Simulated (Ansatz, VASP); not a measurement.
# LiTlF2: VASP beside Ansatz, part 2 of 2

Aim: how closely do two programs agree when they are given the same cell, functional and k mesh? The cell is invented: other elements were put on sites of a known structure type. It may not be a known or stable phase. The cell is taken from a series of VASP runs on this material, whose earlier steps may have relaxed, scaled or displaced it; both programs get it as it stands. Valence electrons are named where the data sets of a main pair hold unlike numbers.

VASP 6.6.1 and Ansatz 0.2.0.

So far: The structure; Ansatz: band structure, PBE; VASP: band structure, PBE; Differences.

## Step 5: VASP: single point, PBE

Level of this step: PBE; plane waves and PAW (Li_sv, Tl_d, F); invented cell (VASP).

With cell and atoms fixed, the geometry can't cause a difference; cores, projectors, grids and the points listed under the comparison can.

File INCAR:

```
SYSTEM = LiTlF2
PREC = Accurate
ENCUT = 650
EDIFF = 1E-06
NELM = 100
ISMEAR = -5
SIGMA = 0.05
LREAL = .FALSE.
ALGO = Normal
GGA = PE
NBANDS = 29
LORBIT = 11
LWAVE = .FALSE.
LCHARG = .FALSE.
KPAR = 2
NEDOS = 2001
```

File POSCAR:

```
LiTlF2
1.0
    1.6648498459      0.9612015033      6.0852503773
   -1.6648498459      0.9612015033      6.0852503773
    0.0000000000     -1.9224030168      6.0852503773
Li Tl F
1 1 2
Direct
    0.0000000000      0.0000000000      0.0000000000
    0.5000000000      0.5000000000      0.5000000000
    0.2743629591      0.2743629591      0.2743629591
    0.7256370409      0.7256370409      0.7256370409
```

File KPOINTS:

```
Automatic mesh
0
Gamma
12 12 12
0 0 0
```

PAW data sets: Li_sv, Tl_d and F (PBE family, release 64).

On the command line:

```bash
$ mpirun -np 2 vasp_std
```

Numbers of over 12 decimals in the logs are rounded to 6 here.

Output:

```text
[... set-up lines as in an earlier step ...]
 entering main loop
       N       E                     dE             d eps       ncg     rms          rms(c)
DAV:   1     0.206477169757E+03    0.20648E+03   -0.17164E+04 10962   0.120E+03
DAV:   2    -0.848057044492E+01   -0.21496E+03   -0.20550E+03 12767   0.300E+02
DAV:   3    -0.185975294761E+02   -0.10117E+02   -0.10023E+02 14127   0.578E+01
DAV:   4    -0.189766836400E+02   -0.37915E+00   -0.37860E+00 15156   0.902E+00
[...]
DAV:  12    -0.164780556628E+02   -0.27924E-04   -0.75644E-05 12495   0.401E-02    0.110E-02
DAV:  13    -0.164780507369E+02    0.49258E-05   -0.24542E-05 13413   0.243E-02    0.359E-03
DAV:  14    -0.164780508844E+02   -0.14743E-06   -0.18811E-06 10933   0.716E-03
   1 F= -.16478051E+02 E0= -.16478051E+02  d E =0.000000E+00
```

From OUTCAR (step 5):

```text
  Total        0.0070971      0.0070971      0.0037077      0.0000000     -0.0000000      0.0000000
  in kB        0.1946145      0.1946145      0.1016720      0.0000000     -0.0000000      0.0000000
  external PRESSURE =       0.1636337 kB  Pullay stress =       0.0000000 kB

 POSITION                                       TOTAL-FORCE (eV/Angst)
 -----------------------------------------------------------------------------------
      0.00000      0.00000      0.00000         0.000000     -0.000000      0.000000
      0.00000     -0.00000      9.12788         0.000000     -0.000000      0.000000
      0.00000     -0.00000      5.00870         0.000000     -0.000000      0.001186
      0.00000     -0.00000     13.24705         0.000000      0.000000     -0.001186
 -----------------------------------------------------------------------------------
    total drift:                               -0.000000     -0.000000      0.000000

  FREE ENERGIE OF THE ION-ELECTRON SYSTEM (eV)
  ---------------------------------------------------
  free  energy   TOTEN  =       -16.4780508844 eV

  energy  without entropy=      -16.4780508844  energy(sigma->0) =      -16.47805088

[... 1 part as in an earlier step ...]

[... 2 further parts left out ...]
[key lines of the parts left out:]
E-fermi :   1.7958
```

The gap is read on the k-mesh alone, so it is an upper bound where the band edges lie off the mesh.

## Step 6: Ansatz: single point, PBE

The same cell, functional, mesh and smearing now go to Ansatz, which takes its cutoff from its data sets.

The cell is taken from a series of VASP runs on this material, whose earlier steps may have relaxed, scaled or displaced it; both programs get it as it stands.

File input.yaml:

```yaml
crystal:
  lattice:
    - [1.6648498459, 0.9612015033, 6.0852503773]
    - [-1.6648498459, 0.9612015033, 6.0852503773]
    - [0.0, -1.9224030168, 6.0852503773]
  atoms:
    - { symbol: Li, position: [0.0, 0.0, 0.0] }
    - { symbol: Tl, position: [0.5, 0.5, 0.5] }
    - { symbol: F, position: [0.2743629591, 0.2743629591, 0.2743629591] }
    - { symbol: F, position: [0.7256370409, 0.7256370409, 0.7256370409] }
hamiltonian:
  xc: pbe
  pseudopotentials: { kind: paw }
kpoints:
  mp_grid: { grid: [12, 12, 12] }
scf:
  occupations: { method: tetrahedron }
output:
  forces: true
  stress: true
  write_density: true
  write_potential: true
  elf: true
  volumetric_format: npy
```

On the command line:

```bash
$ ansatz run input.yaml --threads 2 --pin off --max-ram 4608MiB --backend cpu --events-out ev --progress --plain --runs-dir out
```

Output:

```text
Warning: output.forces, output.stress, relax.cell or npt_langevin: where a Kohn–Sham band that disperses or a degenerate level is filled in part under the method tetrahedron, the forces or the stress that this run publishes need not agree with its energy (scf.occupations.method in the input reference, under Limitations); prefer a smearing scheme for the forces or the stress
[...]
--- Band table (eV; the first three rows and the last of 189) ---
  k-point 0: bands = [... 11 lower, 2.9393, 3.0091, 3.0544, 3.0544, 9.1230, 13.1606, 16.9921, 16.9921]
  k-point 1: bands = [... 11 lower, 2.9034, 2.9731, 3.0573, 3.3447, 9.2770, 13.2798, 15.8685, 16.7131]
  k-point 2: bands = [... 11 lower, 2.8233, 3.0097, 3.0455, 3.6360, 9.7000, 13.5325, 13.7112, 15.9844]
  k-point 188: bands = [... 11 lower, 2.8673, 3.1255, 3.1255, 4.1703, 8.3202, 14.1269, 16.2122, 17.3100]
[key lines of the parts left out:]
SCF converged after 6 iterations
Free energy (F): -13268.684275 eV
Fermi energy:    4.661194 eV
P = ⅓ Tr σ = 0.4002 GPa (4.002 kbar)
```

Elapsed: 5.1 s, on 2 threads of Arm Neoverse V2, shared host; peak memory 0.6 GiB.

The run ends at a pressure of 0.40 GPa, with forces up to 0.0012 eV/Å.

## Step 7: Side by side

Compared:

```csv
quantity,Ansatz,VASP,difference
pressure (GPa),0.40,0.02,+0.38
pressure without Ansatz's Pulay correction (GPa),-0.02,0.02,-0.04
gap on the k mesh (eV),1.778,1.781,-0.003
```

At this near-relaxed geometry the largest component of a force difference is 2 meV/Å. A gap on the mesh is an upper bound, since the band edges may lie between its points; neither run holds spin-orbit coupling, which can move the band edges of a compound of Tl. Ansatz's pressure holds a Pulay correction of 0.42 GPa; VASP's holds none.

## Step 8: Ansatz: band structure, PBE, spin-orbit coupling

The same path points are solved in both programs, so levels can be compared one by one.

The cell is taken from a series of VASP runs on this material, whose earlier steps may have relaxed, scaled or displaced it; both programs get it as it stands.

File input.yaml:

```yaml
crystal:
  lattice:
    - [1.6648498459, 0.9612015033, 6.0852503773]
    - [-1.6648498459, 0.9612015033, 6.0852503773]
    - [0.0, -1.9224030168, 6.0852503773]
  atoms:
    - { symbol: Li, position: [0.0, 0.0, 0.0] }
    - { symbol: Tl, position: [0.5, 0.5, 0.5] }
    - { symbol: F, position: [0.2743629591, 0.2743629591, 0.2743629591] }
    - { symbol: F, position: [0.7256370409, 0.7256370409, 0.7256370409] }
hamiltonian:
  xc: pbe
  pseudopotentials: { kind: paw_fr }
magnetization:
  noncollinear: true
  spin_orbit: true
kpoints:
  mp_grid: { grid: [6, 6, 6] }
  band_path:
    path:
      - [0.0, 0.0, 0.0]
      - [0.13333, 0.0, 0.0]
      - [0.3, 0.0, 0.0]
      - [0.46667, 0.0, 0.0]
      - [0.5, 0.03666, -0.03666]
      - [0.5, 0.09776, -0.09776]
      - [0.5, 0.13442, -0.13442]
      - [0.5, 0.15886, -0.15886]
      - [0.77447, 0.5, 0.22553]
      - [0.66891, 0.5, 0.33109]
      - [0.56334, 0.5, 0.43666]
      - [0.46667, 0.46667, 0.46667]
      - [0.3, 0.3, 0.3]
      - [0.13333, 0.13333, 0.13333]
      - [0.0, 0.0, 0.0]
      - [0.11388, 0.0, -0.11388]
      - [0.20499, 0.0, -0.20499]
      - [0.31887, 0.0, -0.31887]
      - [0.62668, 0.37332, 0.0]
      - [0.5739, 0.4261, 0.0]
      - [0.52111, 0.47889, 0.0]
      - [0.5, 0.5, 0.0]
      - [0.52111, 0.52111, 0.02444]
      - [0.5739, 0.5739, 0.08554]
      - [0.62668, 0.62668, 0.14664]
      - [0.64779, 0.64779, 0.20441]
      - [0.59501, 0.59501, 0.30998]
      - [0.54223, 0.54223, 0.41555]
      - [0.5, 0.0, 0.0]
      - [0.60557, 0.11388, 0.11388]
      - [0.71113, 0.22777, 0.22777]
      - [0.8167, 0.34165, 0.34165]
    npoints: 1
scf:
  occupations: { method: fermi_dirac, width: 0.05 }
  n_extra_bands: 16
output:
  forces: true
  stress: true
  eigenvalues: true
```

Output:

```text
[...]
non-collinear run that drives no moment, with spin-orbit: no starting moment large enough to seed its density (crystal.atoms[].spin), no starting occupations that ask for one, no magnetisation constraint and no magnetic field, so the semilocal B_xc is pinned to zero
Crystal: 4 atoms, lattice volume = 58.428 Å³
[...]
k-point 1: bands = [... 26 lower, 3.0262, 3.0262, 3.6198, 3.6198, 9.5001, 9.5001, 13.2649, 13.2649, ... 12 higher]
  k-point 2: bands = [... 26 lower, 2.9454, 2.9454, 4.1230, 4.1230, 8.8023, 8.8023, 11.0650, 11.0650, ... 12 higher]
  k-point 31: bands = [... 26 lower, 3.1193, 3.1193, 4.1540, 4.1540, 8.1856, 8.1856, 14.1253, 14.1253, ... 12 higher]
[key lines of the parts left out:]
SCF converged after 9 iterations
Magnetization: |M| = 0.0000 μB,  M = (+0.0000, +0.0000, +0.0000) μB
Free energy (F): -13304.356915 eV
Fermi energy:    5.487042 eV
P = ⅓ Tr σ = 0.1637 GPa (1.637 kbar)
```

The job ended after 12 s (2 threads; peak memory 0.64 GiB).

## Step 9: VASP: band structure, PBE, spin-orbit coupling

The same cell, functional, mesh and smearing now go to VASP, with its own data sets.

File INCAR:

```
SYSTEM = LiTlF2
PREC = Accurate
ENCUT = 650
EDIFF = 1E-06
NELM = 100
ISMEAR = -1
SIGMA = 0.05
LREAL = .FALSE.
ALGO = Normal
GGA = PE
LNONCOLLINEAR = .TRUE.
MAGMOM = 0 0 0 0 0 0 0 0 0 0 0 0
NBANDS = 42
GGA_COMPAT = .FALSE.
LASPH = .TRUE.
LSORBIT = .TRUE.
LORBIT = 11
LWAVE = .FALSE.
LCHARG = .FALSE.
KPAR = 2
```

POSCAR is that of step 5.

File KPOINTS:

```
Automatic mesh
0
Gamma
6 6 6
0 0 0
```

File KPOINTS_OPT:

```
Line mode
16
Line-mode
Reciprocal
  0.00000000   0.00000000   0.00000000 GAMMA
  0.50000000   0.00000000   0.00000000 L

  0.50000000   0.00000000   0.00000000 L
  0.50000000   0.18330005  -0.18330005 B1

  0.81669995   0.50000000   0.18330005 B
  0.50000000   0.50000000   0.50000000 Z

  0.50000000   0.50000000   0.50000000 Z
  0.00000000   0.00000000   0.00000000 GAMMA

  0.00000000   0.00000000   0.00000000 GAMMA
  0.34165003   0.00000000  -0.34165003 X

  0.65834997   0.34165003   0.00000000 Q
  0.50000000   0.50000000   0.00000000 F

  0.50000000   0.50000000   0.00000000 F
  0.65834997   0.65834997   0.18330005 P1

  0.65834997   0.65834997   0.18330005 P1
  0.50000000   0.50000000   0.50000000 Z

  0.50000000   0.00000000   0.00000000 L
  0.81669995   0.34165003   0.34165003 P
```

On the command line:

```bash
$ mpirun -np 2 vasp_ncl
```

Output:

```text
[... set-up lines as in an earlier step ...]
 entering main loop
       N       E                     dE             d eps       ncg     rms          rms(c)
DAV:   1     0.242181399301E+03    0.24218E+03   -0.17876E+04  2688   0.169E+03
DAV:   2    -0.164376968596E+01   -0.24383E+03   -0.23343E+03  3104   0.396E+02
DAV:   3    -0.175779033901E+02   -0.15934E+02   -0.15817E+02  3208   0.924E+01
DAV:   4    -0.191362209920E+02   -0.15583E+01   -0.15522E+01  4698   0.153E+01
[...]
DAV:  13    -0.166662046722E+02    0.11186E-05   -0.12310E-04  3108   0.755E-02    0.857E-03
DAV:  14    -0.166662034148E+02    0.12574E-05   -0.14042E-05  3056   0.281E-02    0.385E-03
DAV:  15    -0.166662037911E+02   -0.37629E-06   -0.25451E-06  2726   0.866E-03
   1 F= -.16666204E+02 E0= -.16666204E+02  d E =-.421022E-08  mag=     0.0000     0.0000    -0.0000
 Start KPOINTS_OPT (optional k-point list driver)
k-point batch [1-32\144]
       N       E                     dE             ncg
DAV:   1     0.319588787091E+03   -0.28460E+05     2688
DAV:   2    -0.722741426214E+04   -0.75470E+04     3078
DAV:   3    -0.770776490438E+04   -0.48035E+03     3186
DAV:   4    -0.775941200421E+04   -0.51647E+02     4720
DAV:   5    -0.776013489491E+04   -0.72289E+00     3200
DAV:   6    -0.776014820714E+04   -0.13312E-01     3798
DAV:   7    -0.776014840167E+04   -0.19453E-03     3248
DAV:   8    -0.776014840872E+04   -0.70454E-05     2602
DAV:   9    -0.776014840899E+04   -0.27546E-06     2224
[...]
k-point batch [129-144\144]
       N       E                     dE             ncg
DAV:   1     0.101405094936E+05   -0.19567E+05     1344
DAV:   2     0.646823085865E+04   -0.36723E+04     1568
DAV:   3     0.623436670007E+04   -0.23386E+03     1586
DAV:   4     0.620874771020E+04   -0.25619E+02     2400
DAV:   5     0.620841349634E+04   -0.33421E+00     1680
DAV:   6     0.620840761604E+04   -0.58803E-02     1782
DAV:   7     0.620840744801E+04   -0.16803E-03     1656
DAV:   8     0.620840744172E+04   -0.62923E-05     1206
DAV:   9     0.620840744139E+04   -0.32763E-06     1152
```

From OUTCAR (step 9):

```text
  Total       -0.0888985     -0.0888985     -0.0206399     -0.0000000      0.0000000      0.0000000
  in kB       -2.4377299     -2.4377299     -0.5659777     -0.0000000      0.0000000      0.0000000
  external PRESSURE =      -1.8138125 kB  Pullay stress =       0.0000000 kB

 POSITION                                       TOTAL-FORCE (eV/Angst)
 -----------------------------------------------------------------------------------
      0.00000      0.00000      0.00000        -0.000000      0.000000      0.000000
      0.00000     -0.00000      9.12788         0.000000     -0.000000      0.000000
      0.00000     -0.00000      5.00870        -0.000000     -0.000000      0.003257
      0.00000     -0.00000     13.24705        -0.000000      0.000000     -0.003257
 -----------------------------------------------------------------------------------
    total drift:                               -0.000000     -0.000000      0.000000

  FREE ENERGIE OF THE ION-ELECTRON SYSTEM (eV)
  ---------------------------------------------------
  free  energy   TOTEN  =       -16.6662037911 eV

  energy  without entropy=      -16.6662037869  energy(sigma->0) =      -16.66620379

 magnetization (x)
# of ion       s       p       d       tot
------------------------------------------
    1       -0.000   0.000   0.000  -0.000
    2        0.000  -0.000  -0.000  -0.000
    3        0.000   0.000   0.000   0.000
    4        0.000   0.000   0.000   0.000
--------------------------------------------------
tot         -0.000   0.000  -0.000   0.000

 magnetization (y)
# of ion       s       p       d       tot
------------------------------------------
    1        0.000   0.000   0.000   0.000
    2        0.000   0.000   0.000   0.000
    3        0.000   0.000   0.000   0.000
    4        0.000   0.000   0.000   0.000
--------------------------------------------------
tot          0.000   0.000   0.000   0.000

 magnetization (z)
# of ion       s       p       d       tot
------------------------------------------
    1        0.000   0.000   0.000   0.000
    2        0.000   0.000   0.000   0.000
    3        0.000   0.000   0.000   0.000
    4        0.000   0.000   0.000   0.000
--------------------------------------------------
tot          0.000   0.000   0.000   0.000

[... 1 part as in an earlier step ...]

[... 2 further parts left out ...]
[key lines of the parts left out:]
E-fermi :   2.6113
```

VASP adds spin-orbit coupling inside the spheres on scalar-relativistic partial waves, which describe the 6p1/2 states imperfectly, so such gaps can be off by a tenth of an eV or more.

## Step 10: Side by side

What differs besides the data sets and the points named for the pairs above, as far as they apply: spin-orbit coupling enters by fully relativistic files in Ansatz and inside the spheres in VASP. Total energies have different zeros and are not compared.

Compared:

```csv
quantity,Ansatz,VASP,difference
pressure (GPa),0.16,-0.18,+0.35
pressure without Ansatz's Pulay correction (GPa),-0.25,-0.18,-0.07
gap over the path points (eV),1.605,1.662,-0.057
```

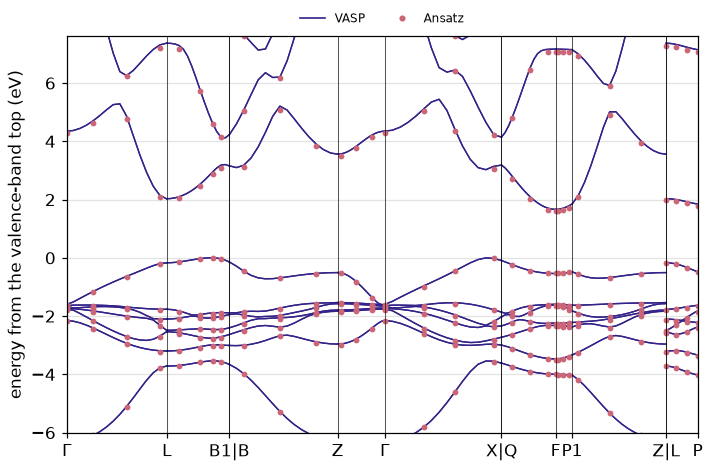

Bands from VASP (lines) and levels from Ansatz (dots). Dots without a line are higher empty bands that the VASP plot leaves out.

Levels at points of the path, from each program's valence-band top (eV; 8 filled, then empty):

```csv
k (reciprocal lattice),Ansatz,VASP
0.000 0.000 0.000,-1.75 -1.75 -1.68 -1.68 -1.67 -1.67 -1.63 -1.63 4.29 4.29 8.47 8.47 10.96 10.96,-1.72 -1.72 -1.66 -1.66 -1.65 -1.65 -1.60 -1.60 4.35 4.35 8.49 8.49 11.17 11.17
0.133 0.000 0.000,-1.85 -1.85 -1.71 -1.71 -1.65 -1.65 -1.18 -1.18 4.64 4.64 8.76 8.76 9.40 9.40,-1.82 -1.82 -1.68 -1.68 -1.62 -1.62 -1.16 -1.16 4.71 4.71 8.78 8.78 9.53 9.53
0.300 0.000 0.000,-2.03 -2.03 -1.76 -1.76 -1.72 -1.72 -0.66 -0.66 4.77 4.77 6.23 6.23 9.70 9.70,-2.00 -2.00 -1.74 -1.74 -1.69 -1.69 -0.64 -0.64 4.87 4.87 6.25 6.25 9.75 9.75
0.467 0.000 0.000,-2.34 -2.34 -2.12 -2.12 -1.79 -1.79 -0.20 -0.20 2.08 2.08 7.21 7.21 9.08 9.08,-2.31 -2.31 -2.10 -2.10 -1.76 -1.76 -0.20 -0.20 2.14 2.14 7.31 7.31 9.13 9.13
0.500 0.037 -0.037,-2.49 -2.49 -2.10 -2.10 -1.85 -1.85 -0.14 -0.14 2.04 2.04 7.18 7.18 8.47 8.47,-2.48 -2.48 -2.07 -2.07 -1.83 -1.83 -0.14 -0.14 2.10 2.10 7.29 7.29 8.49 8.49
0.500 0.098 -0.098,-2.46 -2.46 -2.07 -2.07 -1.97 -1.97 -0.03 -0.03 2.46 2.46 5.71 5.71 7.91 7.91,-2.44 -2.44 -2.04 -2.04 -1.95 -1.95 -0.03 -0.03 2.52 2.52 5.77 5.77 7.96 7.96
0.500 0.134 -0.134,-2.48 -2.48 -2.08 -2.08 -1.92 -1.92 0.00 0.00 2.86 2.86 4.59 4.59 7.99 7.99,-2.46 -2.46 -2.06 -2.06 -1.89 -1.89 0.00 0.00 2.94 2.94 4.62 4.62 8.05 8.05
0.500 0.159 -0.159,-2.48 -2.48 -2.04 -2.04 -1.91 -1.91 -0.03 -0.03 3.08 3.08 4.14 4.14 8.01 8.01,-2.46 -2.46 -2.01 -2.01 -1.88 -1.88 -0.04 -0.04 3.18 3.18 4.15 4.15 8.07 8.07
0.774 0.500 0.226,-2.26 -2.26 -1.99 -1.99 -1.87 -1.87 -0.46 -0.46 3.10 3.10 5.04 5.04 7.62 7.62,-2.23 -2.23 -1.96 -1.96 -1.85 -1.85 -0.46 -0.46 3.18 3.18 5.08 5.08 7.67 7.67
0.669 0.500 0.331,-2.08 -2.08 -2.00 -2.00 -1.75 -1.75 -0.70 -0.70 5.09 5.09 6.19 6.19 8.30 8.30,-2.06 -2.06 -1.98 -1.98 -1.73 -1.73 -0.69 -0.69 5.21 5.21 6.20 6.20 8.35 8.35
```

Among the levels compared at these points, filled levels agree within 28 meV and empty ones within 214 meV. Ansatz's pressure holds a Pulay correction of 0.42 GPa; VASP's holds none.

## Step 11: Results

```
largest difference of a filled level at the path points (band structure, PBE)                      : 13 meV
difference in gap on the k mesh (single point, PBE)                                                : -0.0031 eV
largest difference of a filled level at the path points (band structure, PBE, spin-orbit coupling) : 28 meV
difference in gap over the path points (band structure, PBE, spin-orbit coupling)                  : -0.057 eV
```

In words: The difference in gap over the path points is -0.057 eV (band structure, PBE, spin-orbit coupling), within the 0.08 eV picked in this series as the mark of a large difference. Such differences can come from data sets, numerical settings and the points named under the comparisons, not from the functional's error against experiment.

[Lines on the potential files, build, host, timing and source positions are cut from VASP's logs without a mark.]

[Logs are printed without paths, hosts, clocks, repeated set-up lines and the standing remarks that a program may print on its own settings, such as how far it seeks lower states.]

[Hosts, paths, dates, database ids (printed as entryN), source tags and the programs' standing remarks are cut or masked in the printed files.]
